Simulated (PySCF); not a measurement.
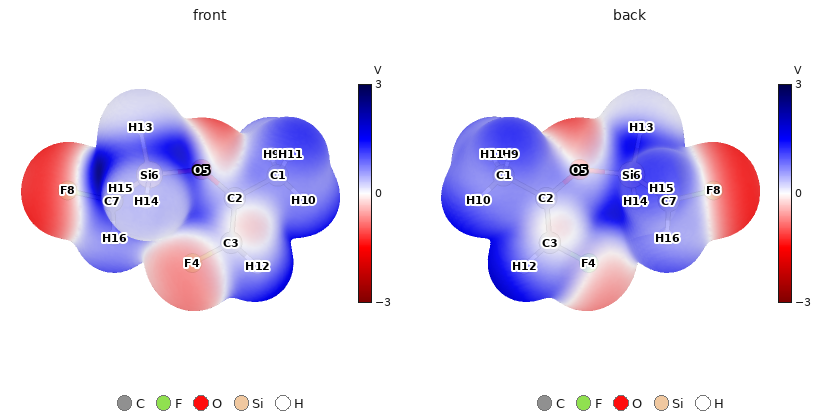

Figure. C$_{4}$H$_{8}$F$_{2}$OSi (SMILES C/C(=C/F)O[SiH2]CF). The molecular electrostatic potential painted on the density surface at 0.004 e/bohr³, seen from the front and from behind; red is negative and blue positive.

Geometry: GFN2-xTB.

These are results of PBE0/pcSseg-1, SCF density, gas phase, non-relativistic in PySCF, not measurements.

```xyz
16

C    -1.9070   -1.6304    0.7540
C    -1.1028   -0.4827    0.2250
C    -1.3886    0.0989   -0.9337
F    -0.6545    1.1370   -1.4042
O    -0.0882   -0.1131    1.0261
Si    1.0678    1.0440    0.9814
C     2.3163    0.6975   -0.4351
F     3.5153    1.3418   -0.1911
H    -1.2589   -2.4925    0.8987
H    -2.7081   -1.8899    0.0704
H    -2.3266   -1.3648    1.7223
H    -2.1953   -0.1747   -1.5899
H     1.6659    0.7600    2.2780
H     0.5220    2.3888    0.8295
H     2.5601   -0.3664   -0.5238
H     1.9751    1.0552   -1.4102
```

### Which sites attract a positive test charge, and which a negative one?

A positive charge is drawn to the negative regions and a negative charge to the positive ones. The most negative region (about −1.3 V) lies over F8, the most positive (about +2.2 V) over Si6.

### How polar is the molecule by this calculation?

Its dipole moment is 3.19 D.
